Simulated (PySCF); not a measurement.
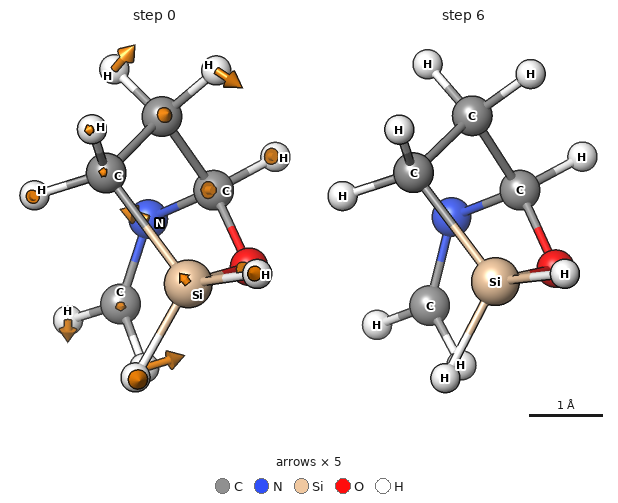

The structure of C4H9NOSi before (left) and after (right) a relaxation, at one scale. The orange arrows give the displacements, 5 times their true length.

The picture is a ball-and-stick view, seen from a free direction.

The start comes from GFN2-xTB. Its atoms were then displaced at random by about 0.01 Å.

Method: PBE0-D3(BJ)/def2-SVP geometry optimisation, gas phase in PySCF. 

> Describe what moved and what it gained.

Over 6 geometry steps the energy falls by 4.25 kcal/mol. The atom that moves furthest after the best rigid fit is an H atom (0.13 Å). Largest moves by element: H 0.13 Å, N 0.09 Å, O 0.07 Å, C 0.06 Å, Si 0.04 Å. Among the contacts that change: O–Si 1.649 → 1.691 Å, C–C 1.499 → 1.539 Å, H–Si 1.457 → 1.493 Å, C–Si 1.908 → 1.885 Å. Bond angles that change, for instance: H–Si–H 114.9° → 108.8°, C–N–C 124.1° → 119.9°, C–C–H 106.9° → 109.8°.
